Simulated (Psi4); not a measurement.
# One shape, several levels: C2H2FSi− (SMILES C#C[SiH-]F)

We compute a comparison of 3 runs (SVWN5/6-311+G**, TPSS/6-311+G**, revPBE/6-311+G**) of C2H2FSi−. 

The results are computed with Psi4 1.11.

2 further runs of the same task are left out: 2 set aside as unsound or not needed.

### Step 1. The system as given

C2H2FSi−: 6 atoms, total charge -1, spin state singlet. SMILES: `C#C[SiH-]F`. The Si3–F4 distance was set to 2.590 Å, away from the relaxed value. At this shape a bond of the SMILES string is far longer than usual.

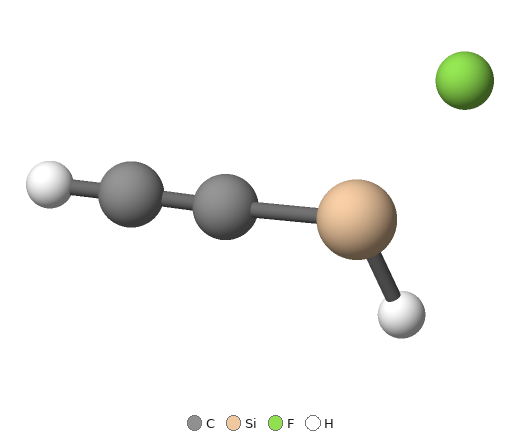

Viewed from a chosen angle; carbon grey, silicon light orange, fluorine green, hydrogen white.

### Step 2. Energy and forces at SVWN5/6-311+G(d,p) (run 1)

File calc.py:

```python
import psi4

psi4.set_memory('1600 MB')
psi4.set_num_threads(1)
psi4.set_output_file('output.dat', False)

molecule = psi4.geometry("""
-1 1
C      3.11103155     0.37132362    -2.73184289
C      1.63031775     1.03499544    -1.12015217
Si     0.39349200     2.27431563     1.94664657
F     -2.63962614    -1.36676332     3.16670855
H      4.24961044    -0.24943251    -4.26297458
H     -1.68964759     4.00400085     0.96822197
units bohr
symmetry c1
no_reorient
no_com
""")

options = {'basis': '6-311+G**', 'puream': True, 'e_convergence': 1e-09, 'd_convergence': 1e-08, 'scf_type': 'pk', 'dft_radial_points': 99, 'dft_spherical_points': 590}
psi4.set_options(options)

energy_value, wavefunction = psi4.gradient('scf', dft_functional={"name": "SVWN5", "x_functionals": {"LDA_X": {}}, "c_functionals": {"LDA_C_VWN": {}}}, molecule=molecule, return_wfn=True)
psi4.oeprop(wavefunction, 'DIPOLE', 'WIBERG_LOWDIN_INDICES', 'QUADRUPOLE', title='SCF')
print('gradient / Eh bohr^-1')
print(energy_value.np.round(6))
print(f'energy = {wavefunction.energy():.10f} Eh')
for k, v in sorted(psi4.core.scalar_variables().items()):
    print(f'{k:45s} {v:18.10f}')
```

Command:

```
python calc.py
```

output.dat:

```text
[...]
  Running in c1 symmetry.
[...]
  Nuclear repulsion =  110.287262999125801
[...]
  Multiplicity = 1
[...]
  Nalpha       = 19
  Nbeta        = 19
[...]
    Number of basis functions: 108
[...]
   @RKS iter   1:  -463.61564083677786   -3.76444e-01   1.02871e-02 DIIS/ADIIS
[...]
   @RKS iter  16:  -464.24698761173130   -2.33058e-12   5.45385e-09 DIIS
[...]
    Orbital Energies [Eh]
    ---------------------
    Doubly Occupied:
       1A    -64.962182     2A    -23.768749     3A     -9.633221
       4A     -9.629113     5A     -4.861324     6A     -3.305673
       7A     -3.300097     8A     -3.296706     9A     -0.712160
      10A     -0.528068    11A     -0.360024    12A     -0.299591
      13A     -0.165474    14A     -0.126999    15A     -0.122106
      16A     -0.078243    17A     -0.050090    18A     -0.047459
      19A     -0.022474
[...]
  @RKS Final Energy:  -464.24698761173130
   => Energetics <=
    Nuclear Repulsion Energy =            110.2872629991258009
    One-Electron Energy =                -871.0254587708461713
    Two-Electron Energy =                 336.8830240919753010
    DFT Exchange-Correlation Energy =     -40.3918159319862298
    Empirical Dispersion Energy =           0.0000000000000000
    VV10 Nonlocal Energy =                  0.0000000000000000
    Total Energy =                       -464.2469876117312992
[...]
  -Total Gradient:
     Atom            X                  Y                   Z
    ------   -----------------  -----------------  -----------------
       1       -0.010385987391     0.006849124513     0.016650807925
       2        0.021103719577    -0.013068906362    -0.025437538222
       3        0.012653761904     0.031563244584    -0.016232840184
       4       -0.022230159841    -0.028411026846     0.011046757469
       5       -0.006131507524     0.002756889690     0.006533725107
       6        0.004978758174     0.000305199249     0.007435229779
[...]
 Multipole Moments:
 ------------------------------------------------------------------------------------
     Multipole            Electronic (a.u.)      Nuclear  (a.u.)        Total (a.u.)
 ------------------------------------------------------------------------------------
 L = 1.  Multiply by 2.5417464519 to convert [e a0] to [Debye]
 Dipole X            :        -11.6163282           12.7603114            1.1439832
 Dipole Y            :        -31.7030288           31.7320316            0.0290029
 Dipole Z            :        -31.6203790           29.3467060           -2.2736730
 Magnitude           :                                                    2.5454131
 L = 2.  Multiply by 1.3450342976 to convert [e a0^2] to [Debye ang]
 Quadrupole XX       :       -191.4975765          159.8091563          -31.6884203
 Quadrupole XY       :        -57.6145408           54.2287320           -3.3858088
[...]
```

The script printed:

```text
Memory set to   1.490 GiB by Python driver.
  Threads set to 1 by Python driver.
gradient / Eh bohr^-1
[[-0.010386  0.006849  0.016651]
 [ 0.021104 -0.013069 -0.025438]
 [ 0.012654  0.031563 -0.016233]
 [-0.02223  -0.028411  0.011047]
 [-0.006132  0.002757  0.006534]
 [ 0.004979  0.000305  0.007435]]
energy = -464.2469876117 Eh
CURRENT ENERGY                                   -464.2469876117
CURRENT REFERENCE ENERGY                         -464.2469876117
DD SOLVATION ENERGY                                 0.0000000000
DFT FUNCTIONAL TOTAL ENERGY                      -464.2469876117
DFT TOTAL ENERGY                                 -464.2469876117
DFT VV10 ENERGY                                     0.0000000000
DFT XC ENERGY                                     -40.3918159320
GRID ELECTRONS ALPHA                               19.0000012783
GRID ELECTRONS BETA                                19.0000012783
GRID ELECTRONS TOTAL                               38.0000025567
NUCLEAR REPULSION ENERGY                          110.2872629991
ONE-ELECTRON ENERGY                              -871.0254587708
PCM POLARIZATION ENERGY                             0.0000000000
PE ENERGY                                           0.0000000000
SCF ITERATION ENERGY                             -464.2469876117
SCF ITERATIONS                                     16.0000000000
SCF TOTAL ENERGY                                 -464.2469876117
TWO-ELECTRON ENERGY                               336.8830240920
XC GRID RADIAL POINTS                              99.0000000000
XC GRID SPHERICAL POINTS                          590.0000000000
XC GRID TOTAL POINTS                           340464.0000000000
```

It took 16 s on 1 thread of Intel Xeon Platinum 8488C (Sapphire Rapids), shared host; peak memory 0.58 GiB.

### Step 3. Energy and gradient at TPSS/6-311+G(d,p) (run 2)

File input.in:

```
memory 1600 mb

molecule m {
  -1 1
  C
  C 1 R2
  Si 2 R3 1 A3
  F 3 R4 2 A4 1 D4
  H 1 R5 4 A5 3 D5
  H 3 R6 2 A6 1 D6

  R2 = 1.210246
  R3 = 1.868745
  A3 = 160.15031
  R4 = 2.5895
  A4 = 99.93227
  D4 = -126.47882
  R5 = 1.061797
  A5 = 149.13019
  D5 = 170.11687
  R6 = 1.523497
  A6 = 99.73696
  D6 = 136.86968
  symmetry c1
  no_reorient
  no_com
}

set globals {
  basis 6-311+G**
  puream true
  e_convergence 1e-09
  d_convergence 1e-08
  scf_type pk
  dft_radial_points 99
  dft_spherical_points 590
}

E, wfn = gradient('tpss', return_wfn=True)
oeprop(wfn, 'WIBERG_LOWDIN_INDICES', 'MULLIKEN_CHARGES', 'QUADRUPOLE')
print_variables()
```

Command:

```
psi4 -n 1 input.in input.out
```

input.out, cut to the lines that bear on the results:

```text
[...]
  Running in c1 symmetry.
[...]
  Nuclear repulsion =  110.287270680361303
[...]
  Multiplicity = 1
[...]
  Nalpha       = 19
  Nbeta        = 19
[...]
    Number of basis functions: 108
[...]
   @RKS iter   1:  -466.22303406382099   -4.82208e-01   9.95818e-03 DIIS/ADIIS
[...]
   @RKS iter  16:  -466.79577184312188   -2.38742e-12   3.07641e-09 DIIS
[...]
  @RKS Final Energy:  -466.79577184312188
   => Energetics <=
    Nuclear Repulsion Energy =            110.2872706803613028
    One-Electron Energy =                -871.3017649341261404
    Two-Electron Energy =                 337.3010971904951703
    DFT Exchange-Correlation Energy =     -43.0823747798522021
    Empirical Dispersion Energy =           0.0000000000000000
    VV10 Nonlocal Energy =                  0.0000000000000000
    Total Energy =                       -466.7957718431218836
[...]
  -Total Gradient:
     Atom            X                  Y                   Z
    ------   -----------------  -----------------  -----------------
       1       -0.000062707886    -0.004224364805     0.031944758678
       2       -0.001784231902     0.000149348464    -0.033607798529
       3        0.030298797610    -0.005824734564    -0.017959147275
       4       -0.028780164978     0.015355310081     0.013070008226
       5        0.000063446558     0.000474030880     0.003513349065
       6        0.000251849289    -0.005924863597     0.003040182157
[...]
 Multipole Moments:
 ------------------------------------------------------------------------------------
     Multipole            Electronic (a.u.)      Nuclear  (a.u.)        Total (a.u.)
 ------------------------------------------------------------------------------------
 L = 1.  Multiply by 2.5417464519 to convert [e a0] to [Debye]
 Dipole X            :         -2.1009239            3.3951766            1.2942527
 Dipole Y            :         -0.2431624           -0.1605362           -0.4036986
 Dipole Z            :          1.8238549           -3.5251843           -1.7013294
 Magnitude           :                                                    2.1754504
 L = 2.  Multiply by 1.3450342976 to convert [e a0^2] to [Debye ang]
 Quadrupole XX       :       -142.3611855          109.9475544          -32.4136310
 Quadrupole XY       :         47.8782208          -45.6316557            2.2465650
[...]
  Mulliken Charges: (a.u.)
   Center  Symbol    Alpha    Beta     Spin     Total
[...]
```

Run time: 50 s. Hardware: 1 thread of Intel Xeon Platinum 8488C (Sapphire Rapids), shared host; peak memory 0.58 GiB.

### Step 4. Energy and gradient at revPBE/6-311+G(d,p) (run 3)

File calc.py:

```python
import psi4

psi4.set_memory(1600000000)
psi4.set_num_threads(1)
psi4.core.set_output_file('output.dat', False)

m = psi4.geometry("""
-1 1
C      1.646287     0.196496    -1.445629
C      0.862727     0.547696    -0.592759
Si     0.208227     1.203516     1.030121
F     -1.396830    -0.723260     1.675750
H      2.248797    -0.131994    -2.255869
H     -0.894123     2.118826     0.512361
units angstrom
symmetry c1
no_reorient
no_com
""")

psi4.set_options({
    'basis': '6-311+G**',
    'puream': True,
    'e_convergence': 1e-09,
    'd_convergence': 1e-08,
    'scf_type': 'pk',
    'dft_radial_points': 99,
    'dft_spherical_points': 590,
})

e, wfn = psi4.gradient("revpbe", return_wfn=True)
psi4.oeprop(wfn, "WIBERG_LOWDIN_INDICES", "MAYER_INDICES", "LOWDIN_CHARGES", title="REVPBE")
print('gradient / Eh bohr^-1')
print(e.np.round(6))
print(f'energy = {wfn.energy():.10f} Eh')
for k, v in sorted(psi4.core.scalar_variables().items()):
    print(f'{k:45s} {v:18.10f}')
```

Command:

```
python calc.py
```

output.dat:

```text
[...]
  Running in c1 symmetry.
[...]
  Nuclear repulsion =  110.287263010339345
[...]
  Multiplicity = 1
[...]
  Nalpha       = 19
  Nbeta        = 19
[...]
    Number of basis functions: 108
[...]
   @RKS iter   1:  -466.05127333929431   -4.25735e-01   1.00678e-02 ADIIS/DIIS
[...]
   @RKS iter  16:  -466.64454689475315   -8.35598e-12   8.23176e-09 DIIS
[...]
    Orbital Energies [Eh]
    ---------------------
    Doubly Occupied:
       1A    -65.254343     2A    -23.944036     3A     -9.741617
       4A     -9.735812     5A     -4.894718     6A     -3.304757
       7A     -3.299018     8A     -3.295561     9A     -0.719510
      10A     -0.530457    11A     -0.359478    12A     -0.292907
      13A     -0.160787    14A     -0.117331    15A     -0.113955
      16A     -0.066833    17A     -0.039368    18A     -0.036351
      19A     -0.016286
[...]
  @RKS Final Energy:  -466.64454689475315
   => Energetics <=
    Nuclear Repulsion Energy =            110.2872630103393448
    One-Electron Energy =                -871.2283250519782314
    Two-Electron Energy =                 337.2129758230037169
    DFT Exchange-Correlation Energy =     -42.9164606761179144
    Empirical Dispersion Energy =           0.0000000000000000
    VV10 Nonlocal Energy =                  0.0000000000000000
    Total Energy =                       -466.6445468947531481
[...]
 Multipole Moments:
 ------------------------------------------------------------------------------------
     Multipole            Electronic (a.u.)      Nuclear  (a.u.)        Total (a.u.)
 ------------------------------------------------------------------------------------
 L = 1.  Multiply by 2.5417464519 to convert [e a0] to [Debye]
 Dipole X            :        -11.6323349           12.7603114            1.1279765
 Dipole Y            :        -31.7430744           31.7320317           -0.0110428
 Dipole Z            :        -31.6399750           29.3467060           -2.2932690
 Magnitude           :                                                    2.5556869
[...]
  -Total Gradient:
     Atom            X                  Y                   Z
    ------   -----------------  -----------------  -----------------
       1       -0.023457935912     0.012655785900     0.030954206500
       2        0.028664357697    -0.014431883063    -0.029461706895
       3        0.013008902712     0.024710640790    -0.023456351316
       4       -0.019004253655    -0.024489400181     0.009559913752
       5       -0.004994014911     0.002243769509     0.005248445783
       6        0.005778649198    -0.000703091144     0.007159998310
[...]
```

The script printed:

```text
Memory set to   1.490 GiB by Python driver.
  Threads set to 1 by Python driver.
gradient / Eh bohr^-1
[[-0.023458  0.012656  0.030954]
 [ 0.028664 -0.014432 -0.029462]
 [ 0.013009  0.024711 -0.023456]
 [-0.019004 -0.024489  0.00956 ]
 [-0.004994  0.002244  0.005248]
 [ 0.005779 -0.000703  0.00716 ]]
energy = -466.6445468948 Eh
CURRENT ENERGY                                   -466.6445468948
CURRENT REFERENCE ENERGY                         -466.6445468948
DD SOLVATION ENERGY                                 0.0000000000
DFT FUNCTIONAL TOTAL ENERGY                      -466.6445468948
DFT TOTAL ENERGY                                 -466.6445468948
DFT VV10 ENERGY                                     0.0000000000
DFT XC ENERGY                                     -42.9164606761
GRID ELECTRONS ALPHA                               19.0000012501
GRID ELECTRONS BETA                                19.0000012501
GRID ELECTRONS TOTAL                               38.0000025001
NUCLEAR REPULSION ENERGY                          110.2872630103
ONE-ELECTRON ENERGY                              -871.2283250520
PCM POLARIZATION ENERGY                             0.0000000000
PE ENERGY                                           0.0000000000
SCF ITERATION ENERGY                             -466.6445468948
SCF ITERATIONS                                     16.0000000000
SCF TOTAL ENERGY                                 -466.6445468948
TWO-ELECTRON ENERGY                               337.2129758230
XC GRID RADIAL POINTS                              99.0000000000
XC GRID SPHERICAL POINTS                          590.0000000000
XC GRID TOTAL POINTS                           340463.0000000000
```

Wall time 25 s (1 thread of Intel Xeon Platinum 8488C (Sapphire Rapids), shared host); peak memory 0.57 GiB.

### Step 5. Overview of the runs

```csv
run,level,energy (Eh),HOMO energy (eV),LUMO energy (eV),HOMO–LUMO gap (eV),wall time
1,SVWN5/6-311+G**,-464.246988,-0.61,1.41,2.02,16 s
2,TPSS/6-311+G**,-466.795772,-0.57,1.77,2.33,50 s
3,revPBE/6-311+G**,-466.644547,-0.44,1.71,2.16,25 s
```

### Step 6. Results

| quantity | value |
| --- | --- |
| run 3: total energy | -466.64455 Eh |
| run 3: HOMO energy | -0.44 eV |
| run 3: LUMO energy | 1.71 eV |
| run 3: HOMO–LUMO gap (to an unbound level, set by the basis) | 2.16 eV |
| run 3: largest force on an atom | 2.240 eV/Å |

**Reading.** The HOMO–LUMO gap runs from 2.02 eV (SVWN5/6-311+G**) to 2.33 eV (TPSS/6-311+G**). The empty levels of an anion lie above zero and hang on the basis. Totals of different functionals can't be ranked against each other. All runs together took 90 s, the longest 50 s.
